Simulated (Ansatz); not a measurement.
## Run report: C₃H₈Si₂, nudged elastic band (part 2 of 2)

Continued. System: C₃H₈Si₂. Method: RKS PBE0-D4/6-31G* (Ansatz 0.2.0). It belongs to a series of runs on one base structure; here: band between the two ends.

Geometry of the input (Å):
```
C  -1.8235  0.4775  0.7423
C  -0.4924  0.0755  0.1943
C  -0.1070  -1.1887  -0.1170
Si 1.6579  -1.0527  -0.7520
Si 1.0297  1.1263  -0.2312
H  -1.7098  0.9781  1.7121
H  -2.3172  1.1971  0.0771
H  -2.4894  -0.3829  0.8744
H  -0.7665  -2.0509  0.0127
H  1.8712  -1.4468  -2.1763
H  2.6992  -1.7427  0.0660
H  1.6493  1.8405  0.9258
H  0.8188  2.1352  -1.3131
```

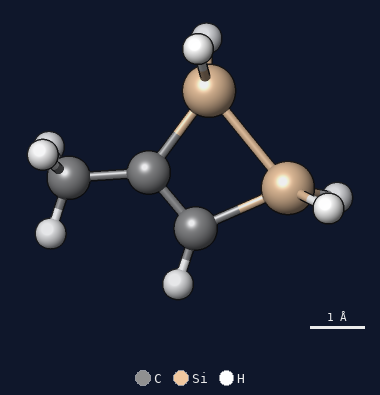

Figure 1. The starting structure (ball-and-stick view, seen on its broad side).

## What the program printed, continued
```
NEB iter  45: max|band force component| = 3.722e-2 eV/Å  barrier→ = 5.1884 eV  barrier← = 2.4408 eV  CI = image 2  Δτ_max = 0.0612 Å  (195 SCF iters)
NEB iter  46: max|band force component| = 3.722e-2 eV/Å  barrier→ = 5.1884 eV  barrier← = 2.4409 eV  CI = image 2  Δτ_max = 0.0307 Å  (183 SCF iters)
NEB iter  47: max|band force component| = 4.421e-2 eV/Å  barrier→ = 5.1883 eV  barrier← = 2.4407 eV  CI = image 2  Δτ_max = 0.0154 Å  (178 SCF iters)
the calculation of the forces begins
reference -18981.37255227 eV, -697.5525752594 hartree; 27, 27 occupied and 72, 72 virtual orbitals, 1110 factors
1114 factors; integrals over basis functions are off by at most 7.1e-4 eV
mean field evaluation 2496: about -18974.4154 eV, gradient 4.1e1 eV
mean field -18978.89996657 eV, -697.4617094110 hartree, gradient 2.2e-5 eV, S^2 0.000000; 1 other end points of the search recorded, 0 dependent functions left out
the calculation of the forces begins
reference -18978.89999476 eV, -697.4617104469 hartree; 27, 27 occupied and 72, 72 virtual orbitals, 1114 factors
NEB iter  48: max|band force component| = 2.022e-2 eV/Å  barrier→ = 5.1882 eV  barrier← = 2.4407 eV  CI = image 2  Δτ_max = 0.0000 Å  (357 SCF iters)
```

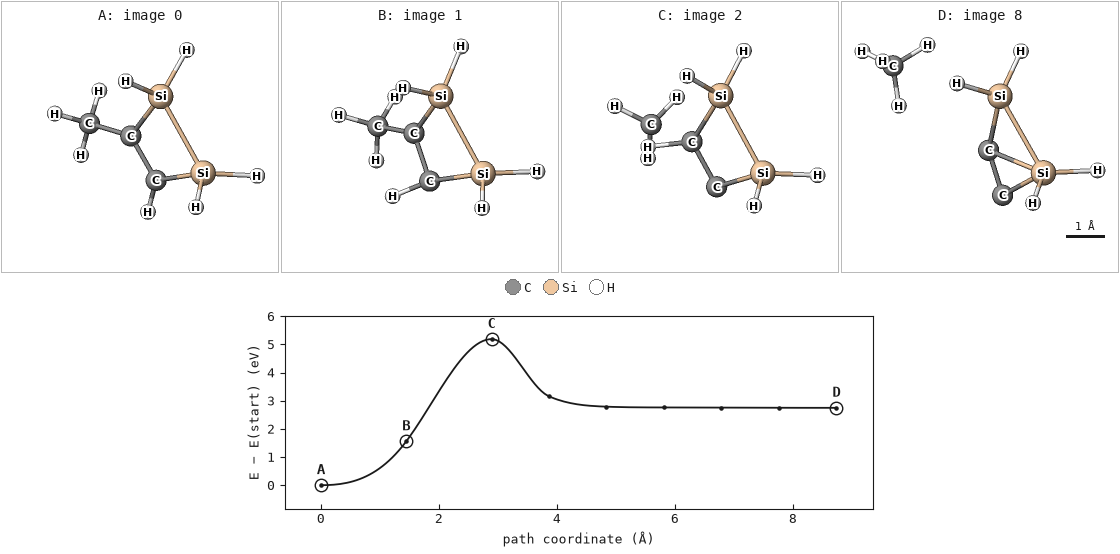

Figure 2. Images of the last band (counted from 0; ball-and-stick, seen at a tilt) above the energy along the path; the line is a cubic interpolation that uses the forces. The highest image is number 2, 5.188 eV above the start and 2.441 eV above the end (the climbing image); the end lies 2.748 eV above the start. The path is 8.74 Å long. The band converged in 48 iterations.

```
Total energy: -18979.17091928 eV, -697.4716667393 hartree
Atom 0 at    -1.960416     0.259369     0.638626 Å, force     0.004448    -0.003234     0.006800 eV/Å
Atom 1 at    -0.241673    -0.196429     0.231421 Å, force     0.017147    -0.013450    -0.022544 eV/Å
Atom 2 at    -0.101252    -1.466565    -0.272757 Å, force     0.001621     0.014927     0.013108 eV/Å
Atom 3 at     1.673923    -1.122520    -0.908417 Å, force    -0.005583    -0.000277    -0.001580 eV/Å
Atom 4 at     1.140780     1.032040    -0.168539 Å, force     0.001507    -0.000482     0.002923 eV/Å
Atom 5 at    -2.167226     0.863744     1.530195 Å, force    -0.001383    -0.000062     0.000234 eV/Å
Atom 6 at    -2.120339     0.865869    -0.250263 Å, force    -0.000322     0.001453     0.002052 eV/Å
Atom 7 at    -2.527990    -0.670666     0.604942 Å, force    -0.000140     0.000944    -0.000644 eV/Å
Atom 8 at    -0.812757    -0.210707     1.260010 Å, force    -0.016492    -0.000948     0.000131 eV/Å
Atom 9 at     1.909106    -1.366850    -2.362523 Å, force    -0.000143    -0.000660    -0.000311 eV/Å
Atom 10 at     2.719547    -1.851873    -0.133343 Å, force    -0.000446     0.001152     0.000269 eV/Å
Atom 11 at     1.782387     1.737743     0.986294 Å, force    -0.000309     0.001114     0.000290 eV/Å
Atom 12 at     0.726409     2.092245    -1.140746 Å, force     0.000097    -0.000477    -0.000728 eV/Å
Dipole moment:    -0.327585     0.502620     0.306669 e Å
this run last wrote the band of iteration 48 to [file]
```

## The last band as extended XYZ (Å, eV, eV/Å)
```
13
Properties=species:S:1:pos:R:3:forces:R:3 image=0 energy=-18984.35912
C    -1.8235    0.4775    0.7423    0.0003   0.0018   0.0002
C    -0.4924    0.0755    0.1943    0.0014  -0.0021  -0.0008
C    -0.1070   -1.1887   -0.1170   -0.0004  -0.0002   0.0001
Si    1.6579   -1.0527   -0.7520    0.0009   0.0011   0.0001
Si    1.0297    1.1263   -0.2312    0.0020   0.0022  -0.0007
H    -1.7098    0.9781    1.7121   -0.0001   0.0005   0.0021
H    -2.3172    1.1971    0.0771   -0.0007   0.0008  -0.0019
H    -2.4894   -0.3829    0.8744   -0.0032  -0.0029   0.0008
H    -0.7665   -2.0509    0.0127   -0.0010  -0.0009   0.0004
H     1.8712   -1.4468   -2.1763   -0.0004  -0.0002   0.0001
H     2.6992   -1.7427    0.0660    0.0002  -0.0002  -0.0004
H     1.6493    1.8405    0.9258    0.0005   0.0000   0.0004
H     0.8188    2.1352   -1.3131    0.0004   0.0003  -0.0004
13
Properties=species:S:1:pos:R:3:forces:R:3 image=1 energy=-18982.80198
C    -1.8721    0.3889    0.5826    0.2123   0.3191  -0.2018
C    -0.4471    0.1389    0.1347   -0.5303   0.8966  -0.2332
C    -0.0501   -1.1579    0.0861    0.2108   0.7700   1.1371
Si    1.6189   -1.1010   -0.8239   -0.0779   0.0210   0.3798
Si    1.1009    1.1038   -0.2294   -0.1575   0.2325  -0.2828
H    -2.0318    0.8871    1.5482    0.2979   0.1467  -0.0824
H    -2.2865    1.0217   -0.2003   -0.4823   0.2655  -0.0037
H    -2.4534   -0.5515    0.5836    0.2250   0.2538   0.0076
H    -0.6669   -1.3990    0.9670    0.3882  -3.0046  -0.7482
H     1.7171   -1.3439   -2.3091   -0.4110  -0.1510   0.3305
H     2.7273   -1.8864   -0.2162    0.1229   0.0306   0.0514
H     1.7742    1.6021    1.0179   -0.1219  -0.1246  -0.1223
H     0.8899    2.2624   -1.1262    0.3237   0.3445  -0.2318
13
Properties=species:S:1:pos:R:3:forces:R:3 image=2 energy=-18979.17089
C    -1.9604    0.2594    0.6386    0.0044  -0.0032   0.0068
C    -0.2417   -0.1964    0.2314    0.0171  -0.0135  -0.0225
C    -0.1013   -1.4666   -0.2728    0.0016   0.0149   0.0131
Si    1.6739   -1.1225   -0.9084   -0.0056  -0.0003  -0.0016
Si    1.1408    1.0320   -0.1685    0.0015  -0.0005   0.0029
H    -2.1672    0.8637    1.5302   -0.0014  -0.0001   0.0002
H    -2.1203    0.8659   -0.2503   -0.0003   0.0015   0.0021
H    -2.5280   -0.6707    0.6049   -0.0001   0.0009  -0.0006
H    -0.8128   -0.2107    1.2600   -0.0165  -0.0009   0.0001
H     1.9091   -1.3668   -2.3625   -0.0001  -0.0007  -0.0003
H     2.7195   -1.8519   -0.1333   -0.0004   0.0012   0.0003
H     1.7824    1.7377    0.9863   -0.0003   0.0011   0.0003
H     0.7264    2.0922   -1.1407    0.0001  -0.0005  -0.0007
13
Properties=species:S:1:pos:R:3:forces:R:3 image=3 energy=-18981.20333
C    -2.1354    0.3045    0.8635   -0.1797   0.0420   0.2486
C     0.1767   -0.3747   -0.0680    0.4483  -0.1930  -0.3213
C     0.0397   -1.6144   -0.3338    0.1319  -0.1494  -0.0751
Si    1.8073   -1.1498   -0.9335    0.1324  -0.0212  -0.0450
Si    1.3000    1.0543   -0.2665    0.1657   0.0209  -0.0944
H    -2.6002    0.9608    1.5934   -0.4368   0.0975   0.0839
H    -2.0338    0.8237   -0.0958    0.0886  -0.0300   0.1829
H    -2.6970   -0.6174    0.7005   -0.1742   0.0575   0.1004
H    -1.1640    0.0118    1.2752   -0.3639   0.2217   0.0196
H     1.9559   -1.3611   -2.3909    0.0319   0.0240  -0.0531
H     2.8330   -1.8362   -0.1183    0.1108   0.0069  -0.0172
H     1.7696    1.6878    0.9932   -0.0021  -0.0702   0.0173
H     0.7687    2.0761   -1.2041    0.0470  -0.0067  -0.0467
13
Properties=species:S:1:pos:R:3:forces:R:3 image=4 energy=-18981.57059
C    -2.3982    0.3938    1.0010   -0.0192   0.0125   0.0132
C     0.3243   -0.4928   -0.2093    0.0144  -0.0101  -0.0138
C     0.2560   -1.7407   -0.4568    0.0239  -0.0132  -0.0113
Si    2.0176   -1.1722   -1.0268    0.0198  -0.0044  -0.0102
Si    1.4113    0.9825   -0.3210    0.0135  -0.0068  -0.0092
H    -3.0083    1.0525    1.6224   -0.0564   0.0019   0.0078
H    -2.1593    0.8938    0.0589   -0.0141   0.0089   0.0177
H    -2.9378   -0.5313    0.7863   -0.0211   0.0109   0.0118
H    -1.4735    0.1477    1.5271   -0.0305   0.0178   0.0300
H     2.1845   -1.3263   -2.4901    0.0219  -0.0002  -0.0107
H     3.0776   -1.8187   -0.2195    0.0252   0.0009  -0.0104
H     1.8113    1.5478    0.9923    0.0066  -0.0124  -0.0053
H     0.9152    2.0293   -1.2495    0.0160  -0.0059  -0.0096
13
Properties=species:S:1:pos:R:3:forces:R:3 image=5 energy=-18981.59784
C    -2.6012    0.4328    1.0625   -0.0005   0.0005  -0.0002
C     0.4572   -0.6173   -0.2765    0.0010  -0.0018  -0.0008
C     0.4833   -1.8518   -0.5899    0.0036  -0.0011  -0.0014
Si    2.2078   -1.1363   -1.1052    0.0017  -0.0007  -0.0007
Si    1.4514    0.9290   -0.2955   -0.0002  -0.0007  -0.0006
H    -2.9265    1.3280    1.5983   -0.0034   0.0018   0.0021
H    -2.3102    0.6991    0.0434   -0.0016   0.0005   0.0004
H    -3.4193   -0.2902    1.0251   -0.0033   0.0032   0.0015
H    -1.7485   -0.0159    1.5773   -0.0022  -0.0002   0.0022
H     2.4037   -1.1979   -2.5724    0.0027   0.0004  -0.0011
H     3.3059   -1.7502   -0.3227    0.0025   0.0006  -0.0008
H     1.8055    1.4446    1.0504   -0.0003  -0.0011  -0.0003
H     0.9114    1.9916   -1.1798    0.0000  -0.0012  -0.0002
13
Properties=species:S:1:pos:R:3:forces:R:3 image=6 energy=-18981.60344
C    -2.5830    0.4280    1.0590    0.0011  -0.0002   0.0000
C     0.4291   -0.6686   -0.3951   -0.0003  -0.0019  -0.0005
C     0.5254   -1.8852   -0.7605    0.0022  -0.0002  -0.0010
Si    2.2620   -1.0927   -1.0900    0.0001  -0.0001   0.0004
Si    1.3672    0.9063   -0.2559   -0.0009  -0.0004   0.0001
H    -2.4214    1.4506    1.4099    0.0042   0.0011  -0.0011
H    -2.4499    0.3849   -0.0247   -0.0014  -0.0010  -0.0007
H    -3.5984    0.1135    1.3121   -0.0019   0.0039   0.0022
H    -1.8654   -0.2432    1.5365   -0.0020  -0.0020  -0.0001
H     2.5860   -1.0781   -2.5356    0.0011   0.0009  -0.0002
H     3.3090   -1.7105   -0.2431    0.0011   0.0011  -0.0001
H     1.5883    1.3662    1.1376   -0.0016  -0.0006   0.0006
H     0.8717    1.9942   -1.1353   -0.0017  -0.0008   0.0004
13
Properties=species:S:1:pos:R:3:forces:R:3 image=7 energy=-18981.60963
C    -2.5118    0.4620    1.0509    0.0001   0.0006  -0.0001
C     0.4036   -0.7741   -0.4478    0.0000  -0.0013  -0.0004
C     0.6095   -1.9853   -0.7844    0.0010  -0.0008  -0.0006
Si    2.2987   -1.0702   -1.0346    0.0004   0.0001   0.0000
Si    1.2142    0.8678   -0.2868   -0.0012  -0.0007   0.0005
H    -1.9213    1.2472    1.5307    0.0021  -0.0001  -0.0002
H    -2.5252    0.6203   -0.0303    0.0001   0.0006  -0.0002
H    -3.5343    0.4933    1.4352    0.0004   0.0020   0.0006
H    -2.0684   -0.5126    1.2671   -0.0005  -0.0005  -0.0004
H     2.7000   -1.0535   -2.4607    0.0004   0.0007   0.0002
H     3.3399   -1.5963   -0.1213    0.0007   0.0008   0.0002
H     1.3255    1.3628    1.1078   -0.0016  -0.0008   0.0002
H     0.6900    1.9040   -1.2109   -0.0018  -0.0008   0.0002
13
Properties=species:S:1:pos:R:3:forces:R:3 image=8 energy=-18981.61156
C    -2.4920    0.5697    1.0365   -0.0005   0.0008   0.0003
C     0.4691   -0.9768   -0.3780    0.0016  -0.0111  -0.0024
C     0.8122   -2.1627   -0.6929   -0.0018   0.0101   0.0024
Si    2.3631   -1.0524   -1.0349    0.0002   0.0020   0.0009
Si    1.0730    0.7573   -0.2934    0.0018   0.0000  -0.0014
H    -1.7829    1.0131    1.7405   -0.0007  -0.0004  -0.0001
H    -2.4169    1.0749    0.0700   -0.0002  -0.0003  -0.0001
H    -3.5065    0.6845    1.4258   -0.0001   0.0001   0.0003
H    -2.2652   -0.4914    0.9106    0.0004   0.0002  -0.0005
H     2.7057   -1.0301   -2.4762   -0.0013   0.0000   0.0008
H     3.4954   -1.4180   -0.1520   -0.0006   0.0002  -0.0003
H     1.1754    1.3061    1.0814    0.0007  -0.0005  -0.0003
H     0.3900    1.6913   -1.2226    0.0005  -0.0009   0.0006
```

## Key numbers

- outcome: converged
- barrier, forward: 5.188 eV
- barrier, backward: 2.441 eV
- wall time: 12 min (CPU time 22 min)
- peak memory: 0.25 GiB

## Remarks

The order of the saddle point was not checked.
